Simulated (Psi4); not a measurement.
**C2F3N (cyanotrifluoromethane): levels of theory compared**

We compute a comparison of 4 runs (B2PLYP/cc-pVDZ, BHLYP/cc-pVDZ, M06-2X/cc-pVDZ, wB97M-V/cc-pVDZ) of C2F3N (cyanotrifluoromethane). 

The results are computed with Psi4 1.11.

## 1. The structure to begin with

The species is C2F3N (6 atoms), meant as a singlet with charge 0. As SMILES, `N#CC(F)(F)F`. The C3–F5 distance was set to 2.387 Å, away from the relaxed value. At this shape a bond of the SMILES string is far longer than usual.

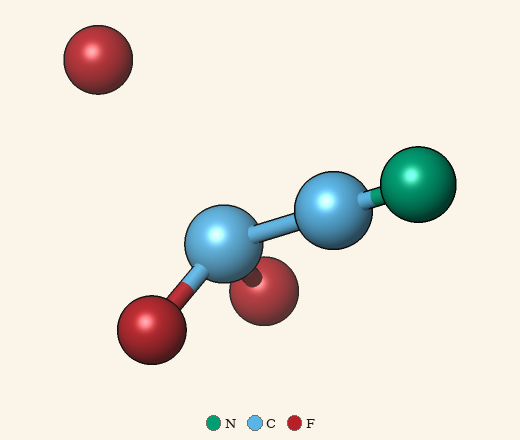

The structure, seen from a chosen angle (nitrogen teal, carbon blue, fluorine red).

## 2. The energy at B2PLYP/cc-pVDZ (density fitting for correlation) (run 1)

Input file input.json:

```json
{
  "schema_name": "qcschema_input",
  "schema_version": 1,
  "molecule": {
    "schema_name": "qcschema_molecule",
    "schema_version": 2,
    "symbols": ["N", "C", "C", "F", "F", "F"],
    "geometry": [0.74036824, -4.10111387, 3.04044461, -0.27233599, -2.41075385, 2.1415019, -1.5811603, -0.22585251, 0.97932033, -3.67800041, -0.98438857, -0.16415295, 1.09887574, 1.75177612, -2.06263607, -2.18360499, 1.45449196, 2.73827741],
    "molecular_charge": 0,
    "molecular_multiplicity": 1,
    "fix_symmetry": "c1"
  },
  "driver": "energy",
  "model": {
    "method": "b2plyp",
    "basis": "cc-pVDZ"
  },
  "keywords": {
    "puream": true,
    "e_convergence": 1e-09,
    "d_convergence": 1e-08,
    "scf_type": "pk",
    "dft_radial_points": 99,
    "dft_spherical_points": 590,
    "num_frozen_docc": 6
  }
}
```

On the command line:

```bash
$ psi4 --qcschema input.json -n 1 --memory 1600MB
```

stdout:

```text
[...]
  Running in c1 symmetry.
[...]
  Nuclear repulsion =  205.327189547479236
[...]
  Multiplicity = 1
[...]
  Nalpha       = 23
  Nbeta        = 23
[...]
    Number of basis functions: 84
[...]
   @RKS iter   1:  -429.30354217297503   -7.53477e-01   9.68516e-03 ADIIS/DIIS
[...]
   @RKS iter  16:  -429.63888241480242   -2.27374e-12   8.39000e-09 DIIS
[...]
  @RKS Final Energy:  -429.63888241480242
   => Energetics <=
    Nuclear Repulsion Energy =            205.3271895474792359
    One-Electron Energy =               -1000.5426734032319018
    Two-Electron Energy =                 388.9663740181837284
    DFT Exchange-Correlation Energy =     -23.3897725772335221
    Empirical Dispersion Energy =           0.0000000000000000
    VV10 Nonlocal Energy =                  0.0000000000000000
    Total Energy =                       -429.6388824148024241
[...]
 Multipole Moments:
 ------------------------------------------------------------------------------------
     Multipole            Electronic (a.u.)      Nuclear  (a.u.)        Total (a.u.)
 ------------------------------------------------------------------------------------
 L = 1.  Multiply by 2.5417464519 to convert [e a0] to [Debye]
 Dipole X            :         -1.7402536            0.7611285           -0.9791251
 Dipole Y            :          1.4965336           -1.8422732           -0.3457396
 Dipole Z            :         -0.3616294            1.1561990            0.7945696
 Magnitude           :                                                    1.3075025
[...]
```

The result, in JSON:

```text
{
 "driver": "energy",
 "model": {
  "method": "b2plyp",
  "basis": "cc-pVDZ"
 },
 "success": true,
 "return_result": -429.9841971742991,
 "properties": {
  "calcinfo_nbasis": 84,
  "calcinfo_nmo": 84,
  "calcinfo_nalpha": 23,
  "calcinfo_nbeta": 23,
  "calcinfo_natom": 6,
  "nuclear_repulsion_energy": 205.32718954747926,
  "return_energy": -429.9841971742991,
  "scf_one_electron_energy": -1000.5426734032319,
  "scf_two_electron_energy": 388.9663740181837,
  "scf_xc_energy": -23.389772577233522,
  "scf_dipole_moment": [-0.9791251466894344, -0.34573957245859077, 0.7945695637259387],
  "scf_total_energy": -429.6388824148024,
  "scf_iterations": 16
 }
}
```

Wall time 11 s (1 thread of Intel Xeon 6975P-C (Granite Rapids), shared host); peak memory 0.96 GiB.

## 3. Energy and forces at BHLYP/cc-pVDZ (run 2)

Input file calc.in:

```
memory 1600 mb

molecule {
  N      0.391786    -2.170216     1.608934
  C     -0.144114    -1.275716     1.133234
  C     -0.836714    -0.119516     0.518234
  F     -1.946314    -0.520916    -0.086866
  F      0.581500     0.927000    -1.091500
  F     -1.155514     0.769684     1.449034
  units angstrom
  symmetry c1
  no_reorient
  no_com
}

set {
  basis                cc-pVDZ
  reference            rks
  puream               true
  e_convergence        1e-09
  d_convergence        1e-08
  scf_type             pk
  dft_radial_points    99
  dft_spherical_points 590
}

result, w = gradient("bhhlyp", return_wfn=True)
```

On the command line:

```bash
$ psi4 -i calc.in -o calc.out -n 1
```

calc.out:

```text
[...]
  Running in c1 symmetry.
[...]
  Nuclear repulsion =  205.327189441343876
[...]
  Multiplicity = 1
[...]
  Nalpha       = 23
  Nbeta        = 23
[...]
    Number of basis functions: 84
[...]
   @RKS iter   1:  -429.76130499900466   -7.23974e-01   9.75923e-03 ADIIS/DIIS
[...]
   @RKS iter  16:  -430.10062836984042   -1.13687e-12   6.47006e-09 DIIS
[...]
  @RKS Final Energy:  -430.10062836984042
   => Energetics <=
    Nuclear Repulsion Energy =            205.3271894413438758
    One-Electron Energy =               -1000.6623427107221005
    Two-Electron Energy =                 390.4968059000192966
    DFT Exchange-Correlation Energy =     -25.2622810004814973
    Empirical Dispersion Energy =           0.0000000000000000
    VV10 Nonlocal Energy =                  0.0000000000000000
    Total Energy =                       -430.1006283698404218
[...]
  -Total Gradient:
     Atom            X                  Y                   Z
    ------   -----------------  -----------------  -----------------
       1        0.001139131994     0.000362518245    -0.000892952917
       2       -0.008454402249    -0.026879148767     0.026946871047
       3        0.026918063455     0.003241834067    -0.016641868413
       4       -0.043223311584    -0.022672334568     0.001869705332
       5        0.046250889319     0.034968171562    -0.053202983233
       6       -0.022629569630     0.010981971259     0.041918292766
[...]
```

Run time: 14 s. Hardware: 1 thread of Intel Xeon 6975P-C (Granite Rapids), shared host; peak memory 0.96 GiB.

Run 3 isn't shown in full; the table further down has it.

## 4. A single-point energy at wB97M-V/cc-pVDZ (run 4)

Input file job.json:

```json
{
 "schema_name": "qcschema_input",
 "schema_version": 1,
 "molecule": {
  "schema_name": "qcschema_molecule",
  "schema_version": 2,
  "symbols": ["N", "C", "C", "F", "F", "F"],
  "geometry": [0.74036824, -4.10111387, 3.04044461, -0.27233599, -2.41075385, 2.1415019, -1.5811603, -0.22585251, 0.97932033, -3.67800041, -0.98438857, -0.16415295, 1.09887574, 1.75177612, -2.06263607, -2.18360499, 1.45449196, 2.73827741],
  "molecular_charge": 0,
  "molecular_multiplicity": 1,
  "fix_symmetry": "c1"
 },
 "driver": "energy",
 "model": {
  "method": "wb97m-v",
  "basis": "cc-pVDZ"
 },
 "keywords": {
  "puream": true,
  "e_convergence": 1e-09,
  "d_convergence": 1e-08,
  "scf_type": "pk",
  "dft_radial_points": 99,
  "dft_spherical_points": 590
 }
}
```

On the command line:

```bash
$ psi4 --qcschema job.json -n 1 --memory 1600MB
```

stdout:

```text
[...]
  Running in c1 symmetry.
[...]
  Nuclear repulsion =  205.327189547479236
[...]
  Multiplicity = 1
[...]
  Nalpha       = 23
  Nbeta        = 23
[...]
    Number of basis functions: 84
[...]
   @RKS iter   1:  -429.85122408050108   -8.29619e-01   9.89638e-03 ADIIS/DIIS
[...]
   @RKS iter  17:  -430.20197899089243   -8.52651e-13   7.61684e-09 DIIS
[...]
  @RKS Final Energy:  -430.20197899089243
   => Energetics <=
    Nuclear Repulsion Energy =            205.3271895474792359
    One-Electron Energy =               -1000.5212077619590900
    Two-Electron Energy =                 400.4736073544931969
    DFT Exchange-Correlation Energy =     -35.6717568137314132
    Empirical Dispersion Energy =           0.0000000000000000
    VV10 Nonlocal Energy =                  0.1901886828257112
    Total Energy =                       -430.2019789908924281
[...]
 Multipole Moments:
 ------------------------------------------------------------------------------------
     Multipole            Electronic (a.u.)      Nuclear  (a.u.)        Total (a.u.)
 ------------------------------------------------------------------------------------
 L = 1.  Multiply by 2.5417464519 to convert [e a0] to [Debye]
 Dipole X            :         -1.7523934            0.7611285           -0.9912649
 Dipole Y            :          1.5402402           -1.8422732           -0.3020330
 Dipole Z            :         -0.3921078            1.1561990            0.7640912
 Magnitude           :                                                    1.2875036
[...]
```

The result, in JSON:

```text
{
 "driver": "energy",
 "model": {
  "method": "wb97m-v",
  "basis": "cc-pVDZ"
 },
 "success": true,
 "return_result": -430.2019789908924,
 "properties": {
  "calcinfo_nbasis": 84,
  "calcinfo_nmo": 84,
  "calcinfo_nalpha": 23,
  "calcinfo_nbeta": 23,
  "calcinfo_natom": 6,
  "nuclear_repulsion_energy": 205.32718954747924,
  "return_energy": -430.2019789908924,
  "scf_one_electron_energy": -1000.5212077619591,
  "scf_two_electron_energy": 400.4736073544932,
  "scf_vv10_energy": 0.1901886828257112,
  "scf_xc_energy": -35.67175681373141,
  "scf_dipole_moment": [-0.9912649281183235, -0.30203296045017525, 0.7640912394937507],
  "scf_total_energy": -430.2019789908924,
  "scf_iterations": 17
 }
}
```

Run time: 78 s. Hardware: 1 thread of Intel Xeon 6975P-C (Granite Rapids), shared host; peak memory 0.9 GiB.

## 5. The series

| run | level | task | fitting correlation | energy (Eh) | HOMO energy (eV) | LUMO energy (eV) | HOMO–LUMO gap (eV) | wall time |
| --- | --- | --- | --- | --- | --- | --- | --- | --- |
| 1 | B2PLYP/cc-pVDZ (density fitting for correlation) | energy | density fitting | -429.984197 | -10.87 | -4.44 | 6.43 | 11 s |
| 2 | BHLYP/cc-pVDZ | gradient | – | -430.100628 | -10.98 | -4.79 | 6.18 | 14 s |
| 3 | M06-2X/cc-pVDZ | gradient | – | -430.155522 | -11.05 | -4.75 | 6.30 | 27 s |
| 4 | wB97M-V/cc-pVDZ | energy | – | -430.201979 | -11.82 | -3.36 | 8.45 | 78 s |

## 6. Outcome

```
            quantity          value
 run 4: total energy  -430.20198 Eh
run 4: dipole moment         3.27 D
  run 4: HOMO energy      -11.82 eV
  run 4: LUMO energy       -3.36 eV
run 4: HOMO–LUMO gap        8.45 eV
```

What this shows: Over runs 2, 3, 4 the dipole moment (its size) runs from 3.27 D (M06-2X/cc-pVDZ) to 3.30 D (BHLYP/cc-pVDZ). The HOMO–LUMO gap runs from 6.18 eV (BHLYP/cc-pVDZ) to 8.45 eV (wB97M-V/cc-pVDZ). Totals of different functionals can't be ranked against each other. In runs 1, 2, 3, 4 a closed-shell determinant meets a far-stretched bond, which it describes badly. All runs together took 2.2 min, the longest 78 s.
